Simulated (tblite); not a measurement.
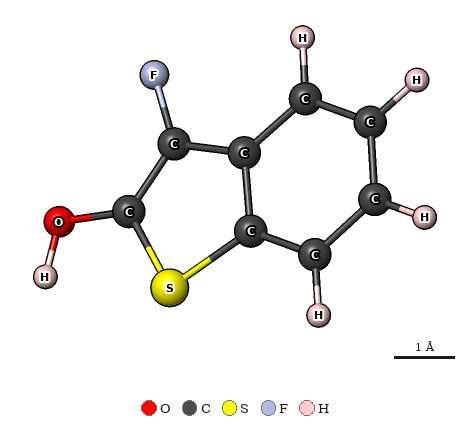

Figure 1. The input geometry (ball-and-stick view, seen at a tilt).

## Geometry relaxation, with input and output: C8H5FOS

The run: geometry relaxation of C8H5FOS. Method and program: GFN2-xTB geometry optimisation, gas phase (tblite 0.8.0).

**What the program printed**
```
step      E/eV     max force
  0    -862.74255    1.725
  1    -862.83225    0.704
  2    -862.85412    0.410
  3    -862.86590    0.313
  4    -862.87401    0.244
  5    -862.87929    0.216
  6    -862.88312    0.140
  7    -862.88519    0.138
  8    -862.88718    0.177
  9    -862.88958    0.150
 10    -862.89163    0.106
 11    -862.89309    0.099
 12    -862.89424    0.103
 13    -862.89534    0.102
 14    -862.89626    0.094
 15    -862.89685    0.073
 16    -862.89720    0.048
 17    -862.89742    0.036
 18    -862.89742    0.036
 19    -862.89750    0.026
 20    -862.89759    0.024
 21    -862.89762    0.020
 22    -862.89766    0.013
 23    -862.89768    0.008
 24    -862.89769    0.009
 25    -862.89770    0.008
 26    -862.89771    0.011
 27    -862.89771    0.008
 28    -862.89772    0.004
 29    -862.89772    0.004
 30    -862.89772    0.005
 31    -862.89772    0.005
 32    -862.89772    0.002
```

**Trajectory as extended XYZ (Å, eV, eV/Å), 12 frames, from step=0 to step=32**
```
16
Properties=species:S:1:pos:R:3:forces:R:3 step=0 energy=-862.74255
O     3.7675    0.0739    0.0709    0.0120   0.3740   0.0890
C     2.4247    0.1095    0.0528   -0.1570  -1.5500  -0.3730
S     1.6076    1.5266    0.4875   -0.6340   1.5490   0.4190
C     0.0521    0.8075    0.2333   -1.2760   0.3300   0.2310
C    -1.2097    1.4025    0.4159    0.0660  -0.3230  -0.2140
C    -2.3621    0.6467    0.1608    0.8390   0.6160   0.2230
C    -2.2583   -0.6751   -0.2415    0.9020  -0.5330  -0.1100
C    -0.9992   -1.2697   -0.3977   -0.4290   0.0700   0.0160
C     0.1809   -0.5359   -0.1599   -1.0080  -0.0260  -0.0810
C     1.5458   -0.8986   -0.2491    0.6470  -0.0970  -0.0830
F     1.9442   -2.1282   -0.6229    0.0180  -0.0890  -0.0170
H     4.0283    0.9661    0.3480    0.4480  -0.3060  -0.0900
H    -1.2956    2.4425    0.7323    0.1130  -0.3850  -0.1080
H    -3.3327    1.1023    0.2860    0.0540   0.0130   0.0120
H    -3.1630   -1.2492   -0.4237    0.3060   0.0680   0.0060
H    -0.9382   -2.3122   -0.7042    0.0980   0.2890   0.0820
16
Properties=species:S:1:pos:R:3:forces:R:3 step=2 energy=-862.85412
O     3.7656    0.0789    0.0716   -0.0030  -0.0380  -0.0270
C     2.4247    0.0853    0.0484   -0.3690   0.1410   0.1100
S     1.5898    1.5595    0.4959   -0.3060   0.0210  -0.0340
C     0.0289    0.8096    0.2379   -0.0610   0.0550   0.0980
C    -1.2116    1.4029    0.4129   -0.0590  -0.0080  -0.0560
C    -2.3466    0.6529    0.1635   -0.0730  -0.0370  -0.0060
C    -2.2432   -0.6791   -0.2413    0.0730   0.0450   0.0420
C    -1.0047   -1.2729   -0.3987    0.0520   0.0860   0.0240
C     0.1621   -0.5318   -0.1606   -0.0090  -0.0400  -0.0360
C     1.5489   -0.9063   -0.2531   -0.1960   0.1230  -0.0080
F     1.9447   -2.1327   -0.6240   -0.0310  -0.2280  -0.0640
H     4.0418    0.9609    0.3465    0.3240  -0.0830  -0.0240
H    -1.2921    2.4313    0.7290    0.0560   0.0020   0.0000
H    -3.3282    1.1017    0.2861    0.2300  -0.0760  -0.0150
H    -3.1525   -1.2465   -0.4232    0.2740   0.0840   0.0190
H    -0.9352   -2.3047   -0.7021    0.0980  -0.0460  -0.0210
16
Properties=species:S:1:pos:R:3:forces:R:3 step=5 energy=-862.87929
O     3.7519    0.0785    0.0698   -0.1700  -0.0180  -0.0050
C     2.4039    0.0943    0.0578    0.0390   0.0750   0.0220
S     1.5615    1.5693    0.4951    0.0690  -0.0210  -0.0030
C     0.0184    0.8088    0.2450   -0.0290  -0.0260  -0.0290
C    -1.2176    1.4052    0.4089    0.0350   0.0160   0.0330
C    -2.3443    0.6499    0.1630    0.0300   0.0610   0.0140
C    -2.2323   -0.6757   -0.2375    0.0370  -0.0830  -0.0240
C    -1.0006   -1.2729   -0.3990    0.0670  -0.0320  -0.0100
C     0.1573   -0.5295   -0.1618    0.0350  -0.0470   0.0080
C     1.5379   -0.9060   -0.2573    0.0670   0.0510   0.0180
F     1.9369   -2.1424   -0.6265   -0.1180   0.1740   0.0490
H     4.0747    0.9477    0.3426    0.0860  -0.1460  -0.0450
H    -1.2868    2.4305    0.7284   -0.0100   0.0900   0.0110
H    -3.3142    1.0974    0.2855   -0.1380   0.0260   0.0050
H    -3.1292   -1.2418   -0.4224   -0.0590  -0.0900  -0.0230
H    -0.9251   -2.3045   -0.7031    0.0580  -0.0270  -0.0220
16
Properties=species:S:1:pos:R:3:forces:R:3 step=8 energy=-862.88718
O     3.7382    0.0731    0.0678    0.1340  -0.1120  -0.0270
C     2.3965    0.1048    0.0629    0.0550   0.0110  -0.0160
S     1.5562    1.5735    0.4955    0.0080   0.0850   0.0350
C     0.0144    0.8073    0.2450    0.0020   0.0900   0.0140
C    -1.2184    1.4090    0.4113   -0.0480  -0.0070   0.0080
C    -2.3442    0.6508    0.1633   -0.0360  -0.0360  -0.0020
C    -2.2268   -0.6792   -0.2375   -0.0440   0.0080  -0.0050
C    -0.9947   -1.2770   -0.4003   -0.0420   0.0080   0.0060
C     0.1587   -0.5299   -0.1604   -0.0620   0.0650   0.0240
C     1.5370   -0.8970   -0.2556   -0.0640   0.0350   0.0290
F     1.9242   -2.1319   -0.6235    0.0270   0.0040  -0.0020
H     4.0960    0.9278    0.3365    0.0210  -0.0480  -0.0150
H    -1.2856    2.4381    0.7286   -0.0080  -0.0140  -0.0150
H    -3.3202    1.0964    0.2852    0.0050  -0.0470  -0.0160
H    -3.1246   -1.2489   -0.4242    0.0120  -0.0260  -0.0030
H    -0.9145   -2.3080   -0.7060    0.0380  -0.0150  -0.0150
16
Properties=species:S:1:pos:R:3:forces:R:3 step=11 energy=-862.89309
O     3.7420    0.0527    0.0624   -0.0160  -0.0060  -0.0020
C     2.3992    0.1140    0.0642   -0.0170  -0.0230  -0.0060
S     1.5564    1.5877    0.5006    0.0210  -0.0700  -0.0210
C     0.0109    0.8183    0.2467    0.0010   0.0400   0.0390
C    -1.2257    1.4122    0.4149   -0.0360  -0.0140  -0.0370
C    -2.3486    0.6473    0.1635   -0.0050  -0.0330  -0.0010
C    -2.2281   -0.6836   -0.2390   -0.0120  -0.0100   0.0040
C    -0.9941   -1.2794   -0.4006    0.0140   0.0820   0.0230
C     0.1522   -0.5203   -0.1554    0.0120   0.0520   0.0010
C     1.5306   -0.8826   -0.2490    0.0060  -0.0120   0.0000
F     1.9157   -2.1176   -0.6199    0.0370  -0.0130  -0.0020
H     4.1182    0.8999    0.3280    0.0340  -0.0290  -0.0100
H    -1.2877    2.4435    0.7267   -0.0760  -0.0280  -0.0050
H    -3.3278    1.0885    0.2826    0.0330  -0.0510  -0.0120
H    -3.1216   -1.2607   -0.4267    0.0040   0.0200   0.0030
H    -0.8992   -2.3111   -0.7104    0.0000   0.0950   0.0270
16
Properties=species:S:1:pos:R:3:forces:R:3 step=14 energy=-862.89626
O     3.7429    0.0405    0.0590   -0.0390   0.0120   0.0010
C     2.4002    0.1150    0.0639    0.0040  -0.0150   0.0070
S     1.5600    1.5889    0.5016    0.0240   0.0260   0.0090
C     0.0094    0.8286    0.2521    0.0140  -0.0410  -0.0160
C    -1.2331    1.4128    0.4125    0.0440   0.0220   0.0120
C    -2.3513    0.6416    0.1633    0.0080   0.0330  -0.0020
C    -2.2300   -0.6867   -0.2391    0.0270   0.0050   0.0080
C    -0.9921   -1.2706   -0.3981    0.0220  -0.0030  -0.0070
C     0.1507   -0.5087   -0.1524    0.0440  -0.0310  -0.0010
C     1.5274   -0.8779   -0.2462    0.0270  -0.0270  -0.0220
F     1.9163   -2.1120   -0.6182   -0.0170  -0.0050   0.0030
H     4.1339    0.8816    0.3222    0.0090  -0.0170  -0.0060
H    -1.3008    2.4425    0.7248   -0.0930   0.0160   0.0020
H    -3.3294    1.0780    0.2798   -0.0640   0.0120   0.0080
H    -3.1206   -1.2651   -0.4277   -0.0220  -0.0140  -0.0030
H    -0.8910   -2.2996   -0.7090    0.0130   0.0270   0.0080
16
Properties=species:S:1:pos:R:3:forces:R:3 step=17 energy=-862.89742
O     3.7412    0.0359    0.0575    0.0310  -0.0110  -0.0040
C     2.4003    0.1150    0.0648    0.0060   0.0030   0.0050
S     1.5630    1.5909    0.5025   -0.0070   0.0030   0.0030
C     0.0105    0.8307    0.2532    0.0010   0.0180  -0.0020
C    -1.2335    1.4143    0.4125   -0.0190  -0.0030   0.0060
C    -2.3523    0.6421    0.1630   -0.0040   0.0080  -0.0010
C    -2.2293   -0.6869   -0.2383   -0.0060   0.0180   0.0000
C    -0.9896   -1.2668   -0.3975   -0.0050  -0.0100  -0.0020
C     0.1533   -0.5065   -0.1513   -0.0140   0.0020   0.0010
C     1.5284   -0.8776   -0.2468    0.0010   0.0030  -0.0020
F     1.9152   -2.1117   -0.6177   -0.0040  -0.0270  -0.0060
H     4.1412    0.8727    0.3193   -0.0040   0.0060   0.0010
H    -1.3149    2.4437    0.7242   -0.0270   0.0020  -0.0020
H    -3.3345    1.0744    0.2794    0.0110   0.0080   0.0050
H    -3.1205   -1.2673   -0.4281    0.0310   0.0140   0.0080
H    -0.8860   -2.2939   -0.7081    0.0100  -0.0330  -0.0100
16
Properties=species:S:1:pos:R:3:forces:R:3 step=20 energy=-862.89759
O     3.7424    0.0354    0.0574   -0.0020   0.0050   0.0020
C     2.4009    0.1150    0.0650    0.0010  -0.0170  -0.0030
S     1.5627    1.5910    0.5027    0.0060  -0.0050   0.0000
C     0.0102    0.8314    0.2530   -0.0050  -0.0060  -0.0040
C    -1.2341    1.4144    0.4128   -0.0020   0.0070   0.0030
C    -2.3526    0.6424    0.1630    0.0080   0.0050   0.0010
C    -2.2291   -0.6861   -0.2384    0.0100  -0.0040  -0.0030
C    -0.9900   -1.2674   -0.3976    0.0170  -0.0060  -0.0020
C     0.1528   -0.5063   -0.1512    0.0030  -0.0030  -0.0030
C     1.5284   -0.8777   -0.2469    0.0040   0.0020   0.0000
F     1.9148   -2.1128   -0.6179   -0.0120   0.0040   0.0030
H     4.1410    0.8730    0.3193    0.0000   0.0000  -0.0010
H    -1.3164    2.4437    0.7241   -0.0230   0.0050   0.0010
H    -3.3340    1.0749    0.2796   -0.0070   0.0100   0.0050
H    -3.1191   -1.2667   -0.4277    0.0000   0.0000   0.0020
H    -0.8855   -2.2954   -0.7086    0.0020   0.0020   0.0010
16
Properties=species:S:1:pos:R:3:forces:R:3 step=23 energy=-862.89768
O     3.7430    0.0354    0.0574   -0.0040   0.0000   0.0010
C     2.4015    0.1139    0.0650    0.0000   0.0040   0.0010
S     1.5631    1.5904    0.5028    0.0030  -0.0070  -0.0010
C     0.0098    0.8316    0.2527    0.0050   0.0030   0.0020
C    -1.2344    1.4151    0.4133    0.0030   0.0010  -0.0040
C    -2.3525    0.6428    0.1629    0.0010  -0.0050  -0.0010
C    -2.2280   -0.6859   -0.2386   -0.0020  -0.0030   0.0010
C    -0.9891   -1.2681   -0.3979   -0.0010   0.0070   0.0000
C     0.1530   -0.5063   -0.1515    0.0030   0.0040  -0.0010
C     1.5286   -0.8778   -0.2472   -0.0020  -0.0040   0.0000
F     1.9133   -2.1133   -0.6178   -0.0070  -0.0030   0.0000
H     4.1409    0.8733    0.3193    0.0000   0.0010   0.0000
H    -1.3197    2.4444    0.7241   -0.0060   0.0010   0.0010
H    -3.3341    1.0760    0.2802    0.0060  -0.0050   0.0000
H    -3.1182   -1.2663   -0.4273   -0.0020  -0.0030  -0.0010
H    -0.8849   -2.2962   -0.7088    0.0020   0.0070   0.0030
16
Properties=species:S:1:pos:R:3:forces:R:3 step=26 energy=-862.89771
O     3.7429    0.0355    0.0575    0.0060  -0.0020   0.0010
C     2.4015    0.1136    0.0650   -0.0010  -0.0050  -0.0020
S     1.5636    1.5897    0.5028    0.0020   0.0100   0.0030
C     0.0101    0.8320    0.2528    0.0000   0.0050   0.0000
C    -1.2343    1.4153    0.4130   -0.0010  -0.0010   0.0000
C    -2.3521    0.6425    0.1629    0.0010   0.0020   0.0000
C    -2.2278   -0.6861   -0.2386   -0.0020   0.0010   0.0000
C    -0.9887   -1.2675   -0.3980   -0.0020   0.0000   0.0000
C     0.1533   -0.5057   -0.1516   -0.0040   0.0030   0.0010
C     1.5285   -0.8781   -0.2472   -0.0010   0.0030   0.0010
F     1.9120   -2.1139   -0.6179   -0.0020  -0.0040  -0.0010
H     4.1409    0.8734    0.3192   -0.0010  -0.0010  -0.0010
H    -1.3215    2.4445    0.7242    0.0020  -0.0050  -0.0020
H    -3.3334    1.0758    0.2804    0.0000  -0.0030   0.0000
H    -3.1181   -1.2666   -0.4273    0.0010  -0.0020   0.0000
H    -0.8844   -2.2956   -0.7085    0.0040   0.0010   0.0000
16
Properties=species:S:1:pos:R:3:forces:R:3 step=29 energy=-862.89772
O     3.7432    0.0352    0.0576   -0.0010  -0.0020   0.0000
C     2.4017    0.1133    0.0649    0.0010   0.0020   0.0010
S     1.5641    1.5901    0.5030    0.0020  -0.0020  -0.0010
C     0.0103    0.8326    0.2528    0.0000   0.0000  -0.0010
C    -1.2344    1.4154    0.4128    0.0000   0.0000   0.0010
C    -2.3519    0.6424    0.1628   -0.0020   0.0000   0.0000
C    -2.2280   -0.6862   -0.2386    0.0010  -0.0010  -0.0010
C    -0.9887   -1.2672   -0.3981    0.0010  -0.0010   0.0000
C     0.1532   -0.5052   -0.1516    0.0010   0.0010   0.0000
C     1.5283   -0.8781   -0.2472   -0.0010   0.0020   0.0000
F     1.9110   -2.1143   -0.6179   -0.0030   0.0030   0.0010
H     4.1407    0.8735    0.3191   -0.0010  -0.0010  -0.0010
H    -1.3221    2.4443    0.7242    0.0020   0.0020   0.0000
H    -3.3333    1.0754    0.2805   -0.0040   0.0000   0.0010
H    -3.1180   -1.2670   -0.4273    0.0000  -0.0010   0.0000
H    -0.8838   -2.2952   -0.7084    0.0030   0.0000  -0.0010
16
Properties=species:S:1:pos:R:3:forces:R:3 step=32 energy=-862.89772
O     3.7433    0.0348    0.0577   -0.0010  -0.0010   0.0010
C     2.4018    0.1132    0.0649   -0.0010   0.0010   0.0010
S     1.5644    1.5901    0.5030   -0.0020  -0.0010  -0.0010
C     0.0104    0.8329    0.2526   -0.0020   0.0000   0.0010
C    -1.2344    1.4154    0.4129   -0.0010   0.0010  -0.0010
C    -2.3521    0.6423    0.1628    0.0000   0.0000   0.0010
C    -2.2279   -0.6863   -0.2388    0.0010   0.0000   0.0010
C    -0.9885   -1.2671   -0.3981    0.0000   0.0010   0.0000
C     0.1532   -0.5048   -0.1516    0.0000   0.0000  -0.0010
C     1.5282   -0.8779   -0.2472    0.0000   0.0000   0.0000
F     1.9101   -2.1142   -0.6178    0.0000   0.0000   0.0000
H     4.1406    0.8732    0.3190    0.0020  -0.0010  -0.0010
H    -1.3220    2.4444    0.7242    0.0010   0.0010   0.0000
H    -3.3336    1.0751    0.2806    0.0010  -0.0010   0.0000
H    -3.1179   -1.2673   -0.4272    0.0010   0.0000   0.0000
H    -0.8831   -2.2950   -0.7085    0.0010   0.0010   0.0000
```

This output came from the following input.

**The input**
```
{"job": {"xc": "GFN2-xTB", "basis": "xTB", "kind": "relax"}, "charge": 0, "multiplicity": 1}
O      3.767500     0.073900     0.070900
C      2.424700     0.109500     0.052800
S      1.607600     1.526600     0.487500
C      0.052100     0.807500     0.233300
C     -1.209700     1.402500     0.415900
C     -2.362100     0.646700     0.160800
C     -2.258300    -0.675100    -0.241500
C     -0.999200    -1.269700    -0.397700
C      0.180900    -0.535900    -0.159900
C      1.545800    -0.898600    -0.249100
F      1.944200    -2.128200    -0.622900
H      4.028300     0.966100     0.348000
H     -1.295600     2.442500     0.732300
H     -3.332700     1.102300     0.286000
H     -3.163000    -1.249200    -0.423700
H     -0.938200    -2.312200    -0.704200
```

The first line tells a small driver script what to run in tblite; the rest is the geometry in Å.

Command:
```bash
OMP_NUM_THREADS=1 python <driver script> task.json out
```

**Key numbers**

| quantity | value |
| --- | --- |
| outcome | converged |
| total energy | −862.8977 eV |
| hardware | 1 CPU thread, shared host |
| peak memory | 1.1 GiB |
